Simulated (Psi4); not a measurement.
# GeH3O2F (SMILES [OH][GeH]([OH])[F]): levels of theory compared

Aim: a comparison of 4 runs (B3LYP/def2-SVP, CAM-B3LYP/def2-SVP, M06-2X/def2-SVP, wB97X/def2-SVP) of GeH3O2F. 

The results are computed with Psi4 1.11.

2 further runs of the same task are left out: 2 set aside as unsound or not needed. Runs told in other sessions of the task aren't counted.

## (1) Starting point

GeH3O2F: 7 atoms, total charge 0, spin state singlet. SMILES: `[OH][GeH]([OH])[F]`. The Ge2–F4 distance was set to 3.124 Å, away from the relaxed value. At this shape a bond of the SMILES string is far longer than usual.

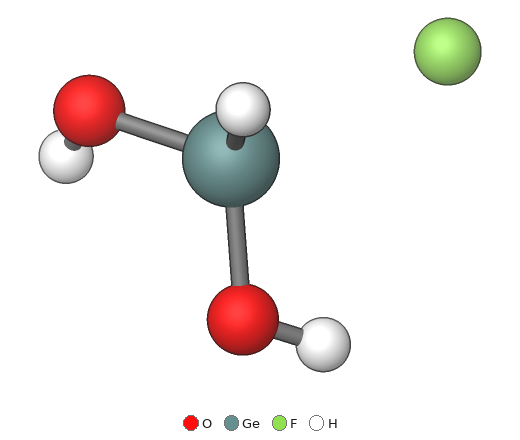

Viewed from a chosen angle; oxygen red, germanium teal, fluorine green, hydrogen white.

## (2) Energy and gradient at B3LYP/def2-SVP (run 1)

fgeh3o2.py

```python
import psi4

psi4.set_memory('2200 MB')
psi4.set_num_threads(1)
psi4.core.set_output_file('run.log', False)

geom = psi4.geometry("""
0 1
O      0.569370     2.146492    -0.603932
Ge     0.814770     0.979392     0.687768
O      2.440470     0.350192     0.562968
F     -1.260300    -1.284500     0.113200
H     -0.286930     2.047992    -1.028532
H      0.590870     1.491992     2.102868
H      2.726670     0.237492    -0.347732
symmetry c1
""")

psi4.set_options({
    'puream': True,
    'e_convergence': 1e-09,
    'd_convergence': 1e-08,
    'scf_type': 'pk',
    'dft_radial_points': 99,
    'dft_spherical_points': 590,
})

E, wfn = psi4.gradient('b3lyp/def2-SVP', molecule=geom, return_wfn=True)
psi4.oeprop(wfn, 'MULLIKEN_CHARGES', 'WIBERG_LOWDIN_INDICES', 'QUADRUPOLE')
print('gradient / Eh bohr^-1')
print(E.np.round(6))
print(f'energy = {wfn.energy():.10f} Eh')
for k, v in sorted(psi4.core.scalar_variables().items()):
    print(f'{k:45s} {v:18.10f}')
```

On the command line:

```sh
$ python fgeh3o2.py
```

run.log:

```text
[...]
  Running in c1 symmetry.
[...]
  Nuclear repulsion =  278.769474699816669
[...]
  Multiplicity = 1
[...]
  Nalpha       = 30
  Nbeta        = 30
[...]
    Number of basis functions: 89
[...]
   @RKS iter   1: -2327.27598346486457   -2.52622e+00   2.69840e-02 ADIIS/DIIS
[...]
   @RKS iter  17: -2328.59883983930558   -6.82121e-12   5.55692e-09 DIIS
[...]
  @RKS Final Energy: -2328.59883983930558
   => Energetics <=
    Nuclear Repulsion Energy =            278.7694746998166693
    One-Electron Energy =               -3796.8430432564246075
    Two-Electron Energy =                1276.3346036524112606
    DFT Exchange-Correlation Energy =     -86.8598749351090333
    Empirical Dispersion Energy =           0.0000000000000000
    VV10 Nonlocal Energy =                  0.0000000000000000
    Total Energy =                      -2328.5988398393055832
[...]
  -Total Gradient:
     Atom            X                  Y                   Z
    ------   -----------------  -----------------  -----------------
       1       -0.002945192313     0.004906543882    -0.002646784856
       2        0.017633526190     0.024355915052     0.007311119313
       3        0.004954159161     0.000235933750    -0.007724018796
       4       -0.029259438188    -0.033484232929    -0.007384664665
       5        0.009197671928    -0.001327345817     0.006053535533
       6        0.004095933460     0.002825359645    -0.004071505768
       7       -0.003677604379     0.002520098484     0.008455179252
[...]
```

On the terminal:

```text
gradient / Eh bohr^-1
[[-0.002945  0.004907 -0.002647]
 [ 0.017634  0.024356  0.007311]
 [ 0.004954  0.000236 -0.007724]
 [-0.029259 -0.033484 -0.007385]
 [ 0.009198 -0.001327  0.006054]
 [ 0.004096  0.002825 -0.004072]
 [-0.003678  0.00252   0.008455]]
energy = -2328.5988398393 Eh
CURRENT ENERGY                                  -2328.5988398393
CURRENT REFERENCE ENERGY                        -2328.5988398393
DD SOLVATION ENERGY                                 0.0000000000
DFT FUNCTIONAL TOTAL ENERGY                     -2328.5988398393
DFT TOTAL ENERGY                                -2328.5988398393
DFT VV10 ENERGY                                     0.0000000000
DFT XC ENERGY                                     -86.8598749351
GRID ELECTRONS ALPHA                               30.0000004344
GRID ELECTRONS BETA                                30.0000004344
GRID ELECTRONS TOTAL                               60.0000008687
NUCLEAR REPULSION ENERGY                          278.7694746998
ONE-ELECTRON ENERGY                             -3796.8430432564
PCM POLARIZATION ENERGY                             0.0000000000
PE ENERGY                                           0.0000000000
SCF ITERATION ENERGY                            -2328.5988398393
SCF ITERATIONS                                     17.0000000000
SCF TOTAL ENERGY                                -2328.5988398393
TWO-ELECTRON ENERGY                              1276.3346036524
XC GRID RADIAL POINTS                              99.0000000000
XC GRID SPHERICAL POINTS                          590.0000000000
XC GRID TOTAL POINTS                           391554.0000000000
```

It took 21 s on 1 thread of Intel Xeon Platinum 8488C (Sapphire Rapids), shared host; peak memory 1 GiB.

## (3) A single-point energy at CAM-B3LYP/def2-SVP (run 2)

fgeh3o2.xyz

```xyz
7
FGeH3O2
O      0.569370     2.146492    -0.603932
Ge     0.814770     0.979392     0.687768
O      2.440470     0.350192     0.562968
F     -1.260300    -1.284500     0.113200
H     -0.286930     2.047992    -1.028532
H      0.590870     1.491992     2.102868
H      2.726670     0.237492    -0.347732
```

fgeh3o2_ase.py

```python
import numpy as np
from ase.calculators.psi4 import Psi4
from ase.io import read

a = read('fgeh3o2.xyz')
calc = Psi4(atoms=a, method='cam-b3lyp', basis='def2-SVP', memory='2200MB', num_threads=1, charge=0, multiplicity=1, label='calc', reference='rks')
calc.psi4.set_options({'puream': True, 'e_convergence': 1e-09, 'd_convergence': 1e-08, 'scf_type': 'pk', 'dft_radial_points': 99, 'dft_spherical_points': 590})
a.calc = calc

print(f'energy: {a.get_potential_energy():.6f} eV')
```

On the command line:

```sh
$ python fgeh3o2_ase.py
```

calc.dat:

```text
[...]
  Running in c1 symmetry.
[...]
  Nuclear repulsion =  278.769474699816669
[...]
  Multiplicity = 1
[...]
  Nalpha       = 30
  Nbeta        = 30
[...]
    Number of basis functions: 89
[...]
   @RKS iter   1: -2327.33728417466591   -2.83764e+00   2.64421e-02 DIIS/ADIIS
[...]
   @RKS iter  16: -2328.58929795429822   -8.18545e-12   7.69808e-09 DIIS
[...]
  @RKS Final Energy: -2328.58929795429822
   => Energetics <=
    Nuclear Repulsion Energy =            278.7694746998166693
    One-Electron Energy =               -3796.4978660048468555
    Two-Electron Energy =                1272.1529469875315499
    DFT Exchange-Correlation Energy =     -83.0138536367994675
    Empirical Dispersion Energy =           0.0000000000000000
    VV10 Nonlocal Energy =                  0.0000000000000000
    Total Energy =                      -2328.5892979542977628
[...]
 Multipole Moments:
 ------------------------------------------------------------------------------------
     Multipole            Electronic (a.u.)      Nuclear  (a.u.)        Total (a.u.)
 ------------------------------------------------------------------------------------
 L = 1.  Multiply by 2.5417464519 to convert [e a0] to [Debye]
 Dipole X            :         -0.2933766            1.5321723            1.2387958
 Dipole Y            :          0.9298075            0.9587532            1.8885607
 Dipole Z            :          2.7623788           -2.7638268           -0.0014480
 Magnitude           :                                                    2.2586010
[...]
```

Standard output:

```text
energy: -63364.142279 eV
```

It took 20 s on 1 thread of Intel Xeon Platinum 8488C (Sapphire Rapids), shared host; peak memory 1.1 GiB.

Run 3 isn't shown in full; the table further down has it.

## (4) Energy and gradient at wB97X/def2-SVP (run 4)

calc.dat

```
memory 2.2 GB

molecule {
  0 1
  O      0.569370     2.146492    -0.603932
  Ge     0.814770     0.979392     0.687768
  O      2.440470     0.350192     0.562968
  F     -1.260300    -1.284500     0.113200
  H     -0.286930     2.047992    -1.028532
  H      0.590870     1.491992     2.102868
  H      2.726670     0.237492    -0.347732
  symmetry c1
  no_reorient
  no_com
}

set puream true
set e_convergence 1e-09
set d_convergence 1e-08
set scf_type pk
set dft_radial_points 99
set dft_spherical_points 590

E, wfn = gradient("wb97x/def2-SVP", return_wfn=True)
oeprop(wfn, "WIBERG_LOWDIN_INDICES", "MULLIKEN_CHARGES", "DIPOLE")
```

On the command line:

```sh
$ psi4 calc.dat calc.out -n 1
```

calc.out:

```text
[...]
  Running in c1 symmetry.
[...]
  Nuclear repulsion =  278.769474699816669
[...]
  Multiplicity = 1
[...]
  Nalpha       = 30
  Nbeta        = 30
[...]
    Number of basis functions: 89
[...]
   @RKS iter   1: -2327.27911978420389   -2.99479e+00   2.63400e-02 ADIIS/DIIS
[...]
   @RKS iter  15: -2328.52244226351559   -1.83263e-10   8.65880e-09 DIIS
[...]
  @RKS Final Energy: -2328.52244226351559
   => Energetics <=
    Nuclear Repulsion Energy =            278.7694746998166693
    One-Electron Energy =               -3796.3521556375148975
    Two-Electron Energy =                1272.0922866636301478
    DFT Exchange-Correlation Energy =     -83.0320479894478041
    Empirical Dispersion Energy =           0.0000000000000000
    VV10 Nonlocal Energy =                  0.0000000000000000
    Total Energy =                      -2328.5224422635155861
[...]
  -Total Gradient:
     Atom            X                  Y                   Z
    ------   -----------------  -----------------  -----------------
       1        0.000634029703     0.013763194517    -0.007864736420
       2        0.011607060024     0.021601925405     0.010625090276
       3        0.013982737283    -0.001250586914    -0.003872708248
       4       -0.035311207456    -0.040223848792    -0.008925697105
       5        0.006103635527    -0.001997374903     0.004959282668
       6        0.005734110265     0.005994942668    -0.000017926443
       7       -0.002749932102     0.002309696895     0.004966065244
[...]
```

Run time: 26 s. Hardware: 1 thread of Intel Xeon Platinum 8488C (Sapphire Rapids), shared host; peak memory 1.1 GiB.

## (5) Overview of the runs

```tsv
run	level	task	energy (Eh)	dipole moment (D)	HOMO energy (eV)	LUMO energy (eV)	wall time
1	B3LYP/def2-SVP	gradient	-2328.598840	5.40	-6.74	-4.16	21 s
2	CAM-B3LYP/def2-SVP	energy	-2328.589298	5.74	-8.35	-3.00	20 s
3	M06-2X/def2-SVP	energy	-2328.450057	6.13	-8.20	-2.99	35 s
4	wB97X/def2-SVP	gradient	-2328.522442	5.97	-9.23	-2.04	26 s
```

## (6) Summary of results

| quantity | value |
| --- | --- |
| run 4: total energy | -2328.52244 Eh |
| run 4: dipole moment | 5.97 D |
| run 4: HOMO energy | -9.23 eV |
| run 4: LUMO energy | -2.04 eV |
| run 4: HOMO–LUMO gap | 7.19 eV |
| run 4: largest force on an atom | 2.790 eV/Å |

What this shows: The dipole moment (its size) runs from 5.40 D (B3LYP/def2-SVP) to 6.13 D (M06-2X/def2-SVP). The HOMO–LUMO gap runs from 2.58 eV (B3LYP/def2-SVP) to 7.19 eV (wB97X/def2-SVP). Totals of different functionals can't be ranked against each other. In all runs a closed-shell determinant meets a far-stretched bond; if it breaks into open shells, such a determinant describes it badly, and no broken-symmetry solution was shown. All runs together took 1.7 min, the longest 35 s.
